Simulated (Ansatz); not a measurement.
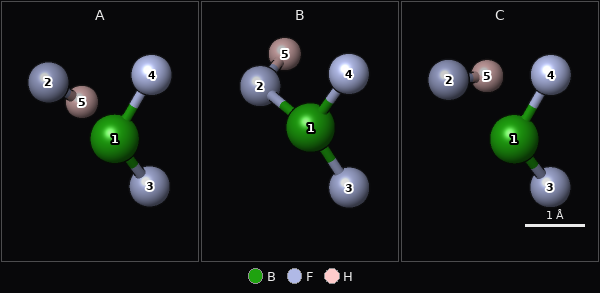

3 geometries from a converged minimum-energy path of BHF$_{3}$ (multiplicity 2), made up at the start of BF₃ and H, shuffled. The picture is a ball-and-stick view, seen from a free direction.

The calculation used UKS PBE/def2-SVP (Ansatz 0.2.0). Run with 7 movable images; climbing image; force threshold 0.03 eV/Å; iteration limit 60; starting path through a guess of the saddle point.

Which frame is the top of the path?

B. In order along the path, whose images run from 0 to 8: B (image 4, +185.3 kJ/mol), C (image 6, +145.1 kJ/mol), A (image 7, +143.3 kJ/mol). Breaking: B1–F2 (1.32 → 1.57 at the top → 2.27 Å). Forming: F2–H5 (3.08 → 1.10 at the top → 0.94 Å).

Limits of the set-up: the start holds two separate molecules, 3.1 Å apart at their closest, whose relative position is a soft coordinate and is computed without a dispersion correction.
